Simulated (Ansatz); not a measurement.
BH₂ClF: several calculations on one system

**1. Relaxation**

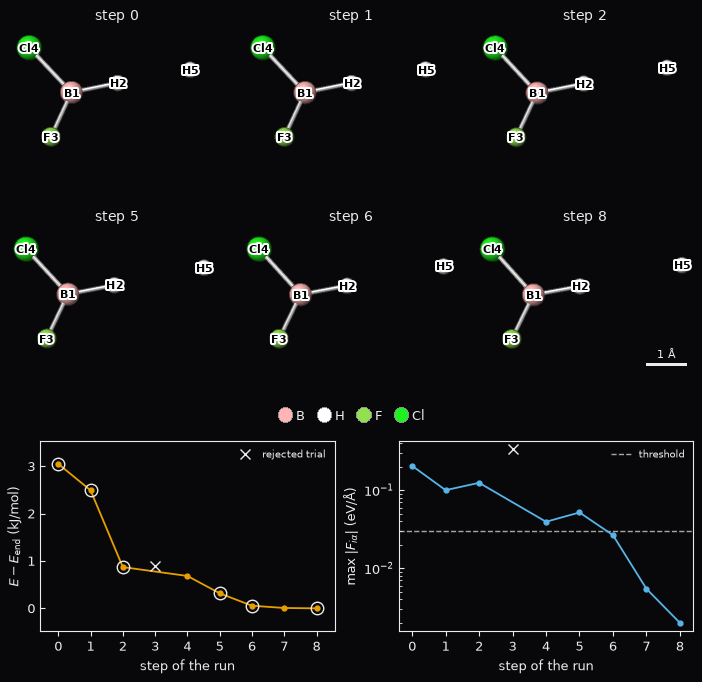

Frames of a relaxation of BH2ClF (multiplicity 2), marked on the history of the run. A ball-and-stick model, seen at a tilt.

The run prepares an end point of a later path (reaction) calculation, from a guessed geometry.

Level of theory: UKS B3LYP-D4/cc-pVDZ in Ansatz 0.2.0. Set-up: collinear spin; force threshold 0.03 eV/Å; at most 50 steps.

> Describe the path.

After 7 accepted moves (8 points after the start) the energy has fallen by 3.05 kJ/mol. Largest force component: 0.2 eV/Å at the start, 0.002 eV/Å at the end. The line search rejected the trial step at point 3 of the run. The atom that moves furthest after the best rigid fit is H5 (0.62 Å). By element the largest moves are H 0.62 Å, F 0.18 Å, B 0.16 Å, Cl 0.12 Å. From step 0 to 1: H5 moves most (0.04 Å), energy −0.56 kJ/mol. From step 1 to 2: H5 moves most (0.19 Å), energy −1.62 kJ/mol. From step 2 to 5: H5 moves most (0.13 Å), energy −0.55 kJ/mol. From step 5 to 6: H5 moves most (0.14 Å), energy −0.26 kJ/mol. From step 6 to 8: H5 moves most (0.11 Å), energy −0.06 kJ/mol.

**2. Relaxation**

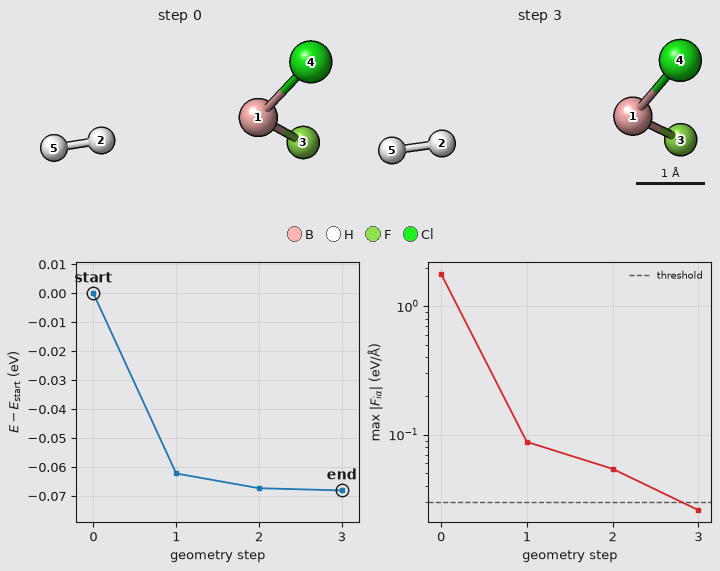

First and last geometry of a relaxation of BH2ClF (multiplicity 2), with the history of the run. The picture is a ball-and-stick view, seen from a free direction.

The run prepares an end point of a later path (reaction) calculation, from a guessed geometry.

Theory: UKS B3LYP-D4/cc-pVDZ (Ansatz). (collinear spin; force threshold 0.03 eV/Å; at most 50 steps)

Question: Did the run converge, and what did it change?

Answer: It converged. H5 moves most after the best rigid fit: 0.34 Å. By element the largest moves are H 0.34 Å, F 0.26 Å, B 0.23 Å, Cl 0.14 Å. Near-neighbour distances that change, for instance: H2–H5 0.723 → 0.763 Å. After 3 geometry steps the energy has fallen by 0.068 eV. Largest force component: 1.8 eV/Å at the start, 0.026 eV/Å at the end.

```json
{"step": "0", "E − E(0), eV": "0.0000", "largest force component, eV/Å": "1.7897"}
{"step": "1", "E − E(0), eV": "-0.0622", "largest force component, eV/Å": "0.0878"}
{"step": "2", "E − E(0), eV": "-0.0673", "largest force component, eV/Å": "0.0542"}
{"step": "3", "E − E(0), eV": "-0.0680", "largest force component, eV/Å": "0.0258"}
```

Limits of the set-up: the start holds two separate molecules, 2.4 Å apart at their closest, whose relative position is a soft coordinate.

**3. Path**

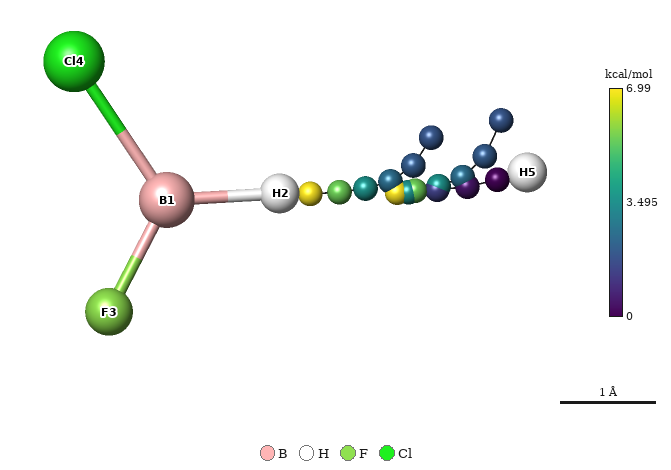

A search for the minimum-energy path of BH2ClF (multiplicity 2), made up at the start of BHClF and H by the nudged elastic band. Images are numbered from 0 (start) to 10 (end). The start is drawn whole; smaller spheres mark the moving atoms (H) in the later images, joined by lines and coloured by the energy of the image relative to the start. Style: ball-and-stick. Shown face on.

Theory: UKS B3LYP-D4/cc-pVDZ in Ansatz.

Input
```yaml
crystal:
  periodic: [false, false, false]
  atoms:
    - { symbol: B, position_ang: [-0.02193, 0.0, -0.242803] }
    - { symbol: H, position_ang: [0.007047, 0.0, 0.955272] }
    - { symbol: F, position_ang: [1.10172, 0.0, -0.94572] }
    - { symbol: Cl, position_ang: [-1.555095, 0.0, -1.107916] }
    - { symbol: H, position_ang: [0.000558, 0.0, 3.591166] }
magnetization:
  spin_polarized: true
  initial_magnetization: 1
basis:
  gaussian: { orbitals: cc-pVDZ }
hamiltonian:
  xc: b3lyp
  dispersion: d4
neb:
  order_check: false
  images: 9
  f_tol: 0.03
  max_iterations: 60
  final_atoms:
    - { symbol: B, position_ang: [0.06741207, 0.0, -0.58440378] }
    - { symbol: H, position_ang: [-0.02765733, 0.0, 2.33073315] }
    - { symbol: F, position_ang: [1.12493082, 0.0, -1.36941522] }
    - { symbol: Cl, position_ang: [-1.57238056, 0.0, -1.220289] }
    - { symbol: H, position_ang: [-0.06000501, 0.0, 3.09337384] }
  initial_path:
    images:
      - { positions_ang: [[-0.02193, 0.0, -0.242803], [0.007047, 0.0, 0.955272], [1.10172, 0.0, -0.94572], [-1.555095, 0.0, -1.107916], [0.000558, 0.0, 3.591166]] }
      - { positions_ang: [[-0.01771336, 0.0, -0.19427748], [0.00601009, 0.0, 1.05218201], [1.10957789, 0.0, -0.88904097], [-1.56675473, 0.0, -1.07176143], [0.00118012, 0.0, 3.35289687]] }
      - { positions_ang: [[-0.01349672, 0.0, -0.14575196], [0.00497318, 0.0, 1.14909202], [1.11743578, 0.0, -0.83236195], [-1.57841447, 0.0, -1.03560686], [0.00180224, 0.0, 3.11462774]] }
      - { positions_ang: [[-0.00928008, 0.0, -0.09722643], [0.00393626, 0.0, 1.24600204], [1.12529366, 0.0, -0.77568292], [-1.5900742, 0.0, -0.99945229], [0.00242436, 0.0, 2.87635862]] }
      - { positions_ang: [[-0.00506344, 0.0, -0.04870091], [0.00289935, 0.0, 1.34291205], [1.13315155, 0.0, -0.7190039], [-1.60173394, 0.0, -0.96329773], [0.00304648, 0.0, 2.63808949]] }
      - { positions_ang: [[-0.0008468, 0.0, -0.00017539], [0.00186244, 0.0, 1.43982206], [1.14100944, 0.0, -0.66232487], [-1.61339367, 0.0, -0.92714316], [0.0036686, 0.0, 2.39982036]] }
      - { positions_ang: [[0.01280497, 0.0, -0.11702107], [-0.00404152, 0.0, 1.61800428], [1.13779372, 0.0, -0.80374294], [-1.60519105, 0.0, -0.98577233], [-0.00906612, 0.0, 2.53853106]] }
      - { positions_ang: [[0.02645675, 0.0, -0.23386675], [-0.00994547, 0.0, 1.7961865], [1.13457799, 0.0, -0.94516101], [-1.59698843, 0.0, -1.04440149], [-0.02180084, 0.0, 2.67724175]] }
      - { positions_ang: [[0.04010852, 0.0, -0.35071242], [-0.01584942, 0.0, 1.97436871], [1.13136227, 0.0, -1.08657908], [-1.5887858, 0.0, -1.10303066], [-0.03453556, 0.0, 2.81595245]] }
      - { positions_ang: [[0.0537603, 0.0, -0.4675581], [-0.02175338, 0.0, 2.15255093], [1.12814655, 0.0, -1.22799715], [-1.58058318, 0.0, -1.16165983], [-0.04727028, 0.0, 2.95466315]] }
      - { positions_ang: [[0.06741207, 0.0, -0.58440378], [-0.02765733, 0.0, 2.33073315], [1.12493082, 0.0, -1.36941522], [-1.57238056, 0.0, -1.220289], [-0.06000501, 0.0, 3.09337384]] }
```

Launched with:
```bash
ansatz run input.yaml --threads 1 --pin off --max-ram 2048MiB --backend cpu --events-out ev --progress --plain --runs-dir out
```

Describe the path and its energy.

Answer. A hydrogen atom shifts from one atom to another. Breaking: B1–H2 (1.20 → 1.54 at the top → 2.92 Å). Forming: H2–H5 (2.64 → 0.92 at the top → 0.76 Å). Forward barrier 7.0 kcal/mol, backward barrier 5.1 kcal/mol, with image 5 at the top; the reaction energy is +1.9 kcal/mol. The band converged in 7 iterations. The largest component of the band force went from 2.1 to 0.017 eV/Å. The climbing image converged on the top of the path. Its vibrational analysis gives 2 imaginary modes over 30i cm⁻¹, so it isn't confirmed as a transition state.

Limits of the set-up: the start holds two separate molecules, 2.6 Å apart at their closest, whose relative position is a soft coordinate.

Cost: 2.6 min on 1 thread of Arm Neoverse V1, with other jobs on the host, peak memory 0.13 GiB.
